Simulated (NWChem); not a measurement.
**One shape, several levels: C2H9B2N (SMILES BN(B)CC)**

Wanted: a comparison of 4 runs (HF/STO-3G, HF/3-21G, B3LYP/6-31G*) of C2H9B2N. 

The results are computed with NWChem 7.3.0.

## (1) The system as given

The species is C2H9B2N (14 atoms), meant as a singlet with charge 0. SMILES: `BN(B)CC`. The shape is that of a PBE0-D4/def2-TZVP optimisation. This is one conformer, not always the lowest.

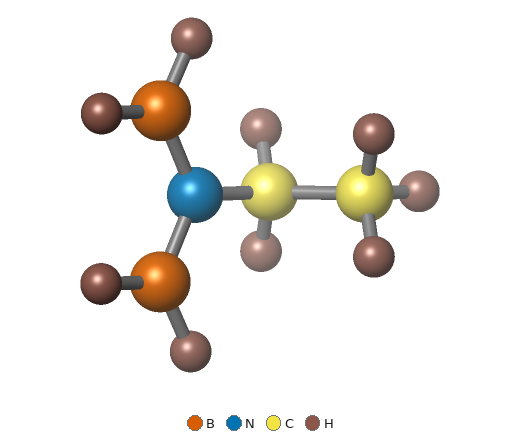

The structure, seen from a chosen angle (boron orange, nitrogen blue, carbon yellow, hydrogen brown).

## (2) Energy and gradient at HF/STO-3G (run 1)

run.py reads:

```python
from ase import Atoms
from ase.calculators.nwchem import NWChem

system = Atoms(['B', 'N', 'B', 'C', 'C', 'H', 'H', 'H', 'H', 'H', 'H', 'H', 'H', 'H'], positions=[
    [-0.931800, -0.269900, 1.553000],
    [-0.222400, -0.584500, 0.365700],
    [0.694900, -1.665500, 0.326800],
    [-0.418700, 0.240600, -0.832500],
    [0.542400, 1.410600, -0.872800],
    [-1.702400, 0.648100, 1.545700],
    [-0.749400, -0.927300, 2.531500],
    [1.272300, -1.903700, -0.696300],
    [0.869400, -2.316400, 1.311000],
    [-0.281700, -0.388800, -1.714700],
    [-1.449800, 0.600900, -0.842100],
    [1.577600, 1.060200, -0.875700],
    [0.382200, 2.012400, -1.770300],
    [0.404500, 2.054100, -0.000100],
])

calc = NWChem(
    label='struct',
    theory='scf',
    memory='2200 mb',
    basis='STO-3G',
    basispar='spherical bse',
    scf={'nopen': '0', 'rhf': None, 'thresh': '1e-08', 'maxiter': '80'},
)
system.calc = calc

forces = system.get_forces()
print(f"energy = {system.get_potential_energy():.6f} eV")
print("forces (eV/A):")
for s, f in zip(system.symbols, forces):
    print(f"{s:2s} {f[0]:10.5f} {f[1]:10.5f} {f[2]:10.5f}")
print("dipole (e A):", system.get_dipole_moment().round(4))
```

Run with:

```console
$ export ASE_NWCHEM_COMMAND="nwchem PREFIX.nwi > PREFIX.nwo"
$ python run.py
```

The log of the run:

```text
energy = -4969.144142 eV
forces (eV/A):
B    -0.50157    0.31429    0.66108
N     0.15879   -0.79725    1.12666
B     0.60400   -0.63157   -0.17576
C    -0.94159   -0.42840   -0.78496
C     0.95208    1.19860   -0.07441
H     0.77143   -0.97378    0.12130
H    -0.24446    0.68736   -0.89495
H    -0.54590    0.15571    1.11540
H    -0.10557    0.56791   -0.99759
H     0.00087    0.13159    0.00740
H     0.09899    0.04607   -0.06819
H    -0.29527    0.09153   -0.01373
H     0.02365   -0.17910    0.23356
H     0.02453   -0.18291   -0.25577
dipole (e A): [-0.0264  0.1605 -0.2169]
```

The calculator wrote struct.nwi:

```
title "struct"

permanent_dir struct

scratch_dir struct

start struct

geometry units angstrom nocenter noautosym noautoz
  B  -9.3179999999999996e-01 -2.6989999999999997e-01 1.5529999999999999e+00
  N  -2.2239999999999999e-01 -5.8450000000000002e-01 3.6570000000000003e-01
  B  6.9489999999999996e-01 -1.6655000000000000e+00 3.2679999999999998e-01
  C  -4.1870000000000002e-01 2.4060000000000001e-01 -8.3250000000000002e-01
  C  5.4239999999999999e-01 1.4106000000000001e+00 -8.7280000000000002e-01
  H  -1.7023999999999999e+00 6.4810000000000001e-01 1.5457000000000001e+00
  H  -7.4939999999999996e-01 -9.2730000000000001e-01 2.5314999999999999e+00
  H  1.2723000000000000e+00 -1.9036999999999999e+00 -6.9630000000000003e-01
  H  8.6939999999999995e-01 -2.3163999999999998e+00 1.3109999999999999e+00
  H  -2.8170000000000001e-01 -3.8879999999999998e-01 -1.7146999999999999e+00
  H  -1.4498000000000000e+00 6.0089999999999999e-01 -8.4209999999999996e-01
  H  1.5775999999999999e+00 1.0602000000000000e+00 -8.7570000000000003e-01
  H  3.8219999999999998e-01 2.0124000000000000e+00 -1.7703000000000000e+00
  H  4.0450000000000003e-01 2.0541000000000000e+00 -1.0000000000000000e-04
end

memory 2200 mb

basis spherical bse noprint
   * library STO-3G
end

scf
  nopen 0
  rhf
  thresh 1e-08
  maxiter 80
end

task scf gradient
```

struct.nwo:

```text
Northwest Computational Chemistry Package (NWChem) 7.3.0
             --------------------------------------------------------

           Job information
           ---------------

    nwchem branch   = 7.3.0
    use scalapack   = T
    input           = struct.nwi
    prefix          = struct.
    data base       = struct/struct.db
    status          = startup
    nproc           =        1

           Memory information
           ------------------

    heap     =     72089598 doubles =      550.0 Mbytes
    stack    =     72089595 doubles =      550.0 Mbytes
    global   =    144179200 doubles =     1100.0 Mbytes (distinct from heap & stack)
    total    =    288358393 doubles =     2200.0 Mbytes
    verify   = yes
    hardfail = no

[... 145 lines left out ...]
 Convergence threshold     :          1.000E-08
[... 12 lines left out ...]
       Final RHF  results
[... 3 lines left out ...]
      One-electron energy =   -564.187658191759
[... 1 line left out ...]
 Nuclear repulsion energy =    160.350541523508
[... 37 lines left out ...]
                       ROHF Final Molecular Orbital Analysis
[... 232 lines left out ...]
                         RHF ENERGY GRADIENTS

    atom               coordinates                        gradient
                 x          y          z           x          y          z
   1 B      -1.760847  -0.510037   2.934744    0.009754  -0.006112  -0.012856
   2 N      -0.420275  -1.104545   0.691073   -0.003088   0.015504  -0.021910
   3 B       1.313171  -3.147339   0.617562   -0.011746   0.012282   0.003418
[... 10 lines of this table left out ...]
  14 H       0.764394   3.881686  -0.000189   -0.000477   0.003557   0.004974

                 ----------------------------------------
                 |  Time  |  1-e(secs)   |  2-e(secs)   |
                 ----------------------------------------
                 |  CPU   |       0.00   |       0.44   |
                 ----------------------------------------
                 |  WALL  |       0.00   |       0.44   |
                 ----------------------------------------

 Task  times  cpu:        4.3s     wall:        4.3s
 Total times  cpu:        4.3s     wall:        4.3s
```

It took 6 s on 1 thread of Intel Xeon Platinum 8488C (Sapphire Rapids), shared host; peak memory 0.1 GiB.

## (3) Energy and forces at HF/3-21G (run 2)

c2h9b2n.nw reads:

```
start c2h9b2n
memory total 2200 mb

geometry units angstrom noautosym nocenter noautoz
 B    -0.931800   -0.269900    1.553000
 N    -0.222400   -0.584500    0.365700
 B     0.694900   -1.665500    0.326800
 C    -0.418700    0.240600   -0.832500
 C     0.542400    1.410600   -0.872800
 H    -1.702400    0.648100    1.545700
 H    -0.749400   -0.927300    2.531500
 H     1.272300   -1.903700   -0.696300
 H     0.869400   -2.316400    1.311000
 H    -0.281700   -0.388800   -1.714700
 H    -1.449800    0.600900   -0.842100
 H     1.577600    1.060200   -0.875700
 H     0.382200    2.012400   -1.770300
 H     0.404500    2.054100   -0.000100
end

basis spherical bse
 B library 3-21G
 N library 3-21G
 C library 3-21G
 H library 3-21G
end

scf
 singlet
 rhf
 thresh 1e-08
 maxiter 80
 noprint "final vectors analysis"
end

task scf gradient
```

Run with:

```console
$ nwchem c2h9b2n.nw > c2h9b2n.out
```

The log of the run:

```text
[...]
  functions       =    63
[...]
  wavefunction    = RHF
[...]
         Total SCF energy =   -183.817868806151
      One-electron energy =   -563.933751315692
      Two-electron energy =    219.765340986032
 Nuclear repulsion energy =    160.350541523508
        Time for solution =      4.4s
[...]
                         RHF ENERGY GRADIENTS
    atom               coordinates                        gradient
                 x          y          z           x          y          z
   1 B      -1.760847  -0.510037   2.934744    0.008931  -0.004404  -0.014596
   2 N      -0.420275  -1.104545   0.691073   -0.000366   0.000186  -0.000874
   3 B       1.313171  -3.147339   0.617562   -0.011721   0.013276   0.001016
   4 C      -0.791228   0.454668  -1.573197    0.015584   0.002299   0.018387
   5 C       1.024987   2.665647  -1.649353   -0.010998  -0.013131   0.000040
   6 H      -3.217070   1.224731   2.920949   -0.002012   0.003326  -0.001647
   7 H      -1.416161  -1.752343   4.783841    0.002043  -0.003177   0.001843
   8 H       2.404298  -3.597471  -1.315816    0.001158   0.000611  -0.004059
   9 H       1.642928  -4.377361   2.477431   -0.000896  -0.000647   0.004021
  10 H      -0.532336  -0.734725  -3.240313    0.000884  -0.004924  -0.005171
  11 H      -2.739725   1.135536  -1.591338   -0.006898   0.001704   0.000675
[...]
```

It took 6 s on 1 thread of Intel Xeon Platinum 8488C (Sapphire Rapids), shared host; peak memory 0.098 GiB.

Run 3 isn't shown in full; the table further down has it.

## (4) Energy and gradient at B3LYP/6-31G(d) (Cartesian functions) (run 4)

c2h9b2n.nw reads:

```
start c2h9b2n
title "C2H9B2N"
memory stack 880 mb heap 220 mb global 1100 mb
charge 0
geometry units angstrom noautosym nocenter noautoz
  B    -0.931800   -0.269900    1.553000
  N    -0.222400   -0.584500    0.365700
  B     0.694900   -1.665500    0.326800
  C    -0.418700    0.240600   -0.832500
  C     0.542400    1.410600   -0.872800
  H    -1.702400    0.648100    1.545700
  H    -0.749400   -0.927300    2.531500
  H     1.272300   -1.903700   -0.696300
  H     0.869400   -2.316400    1.311000
  H    -0.281700   -0.388800   -1.714700
  H    -1.449800    0.600900   -0.842100
  H     1.577600    1.060200   -0.875700
  H     0.382200    2.012400   -1.770300
  H     0.404500    2.054100   -0.000100
end
basis cartesian
  * library 6-31G*
end
dft
  xc b3lyp
  grid fine
  convergence energy 1e-08
  maxiter 100
  mulliken
  noprint "final vectors analysis"
end
task dft gradient
```

Run with:

```console
$ nwchem c2h9b2n.nw > c2h9b2n.out
```

The log of the run:

```text
[...]
          Wavefunction type:  closed shell.
          No. of atoms     :    14
          No. of electrons :    38
[...]
          Charge           :     0
          Spin multiplicity:     1
[...]
          AO basis - number of functions:    93
[...]
              XC Information
              --------------
                         B3LYP Method XC Potential
                     Hartree-Fock (Exact) Exchange  0.200
                        Slater Exchange Functional  0.800 local
                    Becke 1988 Exchange Functional  0.720 non-local
              Lee-Yang-Parr Correlation Functional  0.810
                  VWN I RPA Correlation Functional  0.190 local
[...]
 d= 0,ls=0.0,diis     1   -186.0757084050 -3.46D+02  7.67D-03  5.23D-01     4.3
[...]
 d= 0,ls=0.0,diis     8   -186.1356174621  5.17D-09  4.27D-06  2.91D-07    27.1
         Total DFT energy =     -186.135617462105
      One electron energy =     -566.017514265575
           Coulomb energy =      248.835923361466
    Exchange-Corr. energy =      -29.304568081504
 Nuclear repulsion energy =      160.350541523508
[...]
  wavefunction    = closed shell
                         DFT ENERGY GRADIENTS
    atom               coordinates                        gradient
                 x          y          z           x          y          z
   1 B      -1.760847  -0.510037   2.934744    0.002482  -0.000793  -0.004599
   2 N      -0.420275  -1.104545   0.691073    0.000030   0.002387  -0.002835
   3 B       1.313171  -3.147339   0.617562   -0.003340   0.004167  -0.000170
   4 C      -0.791228   0.454668  -1.573197    0.003912   0.000516   0.004785
   5 C       1.024987   2.665647  -1.649353   -0.002701  -0.003740   0.000499
   6 H      -3.217070   1.224731   2.920949   -0.000029   0.000339  -0.000393
   7 H      -1.416161  -1.752343   4.783841    0.000433  -0.000508  -0.000064
   8 H       2.404298  -3.597471  -1.315816    0.000014   0.000306  -0.000449
   9 H       1.642928  -4.377361   2.477431   -0.000366   0.000188   0.000506
  10 H      -0.532336  -0.734725  -3.240313    0.000072   0.000629   0.001683
  11 H      -2.739725   1.135536  -1.591338    0.001631  -0.000666   0.000543
[...]
```

Run time: 34 s. Hardware: 1 thread of Intel Xeon Platinum 8488C (Sapphire Rapids), shared host; peak memory 0.13 GiB.

## (5) All runs side by side

```tsv
run	level	iteration cap	module	energy (Eh)	dipole moment (D)	largest force (eV/Å)	wall time
1	HF/STO-3G	80	scf	-182.612681	1.30	1.533	6 s
2	HF/3-21G	80	scf	-183.817869	1.57	1.245	6 s
3	B3LYP/6-31G* (spherical functions)	100	dft	-186.132193	1.60	0.326	83 s
4	B3LYP/6-31G* (Cartesian functions)	100	dft	-186.135617	1.60	0.319	34 s
```

## (6) Summary of results

| quantity | value |
| --- | --- |
| run 4: total energy | -186.13562 Eh |
| run 4: dipole moment | 1.60 D |
| run 4: largest force on an atom | 0.319 eV/Å |

The dipole moment (its size) runs from 1.30 D (HF/STO-3G) to 1.60 D (B3LYP/6-31G*). The two ends differ in method and basis. In run 1 the basis is minimal, so the values are rough. All runs together took 2.2 min, the longest 83 s.
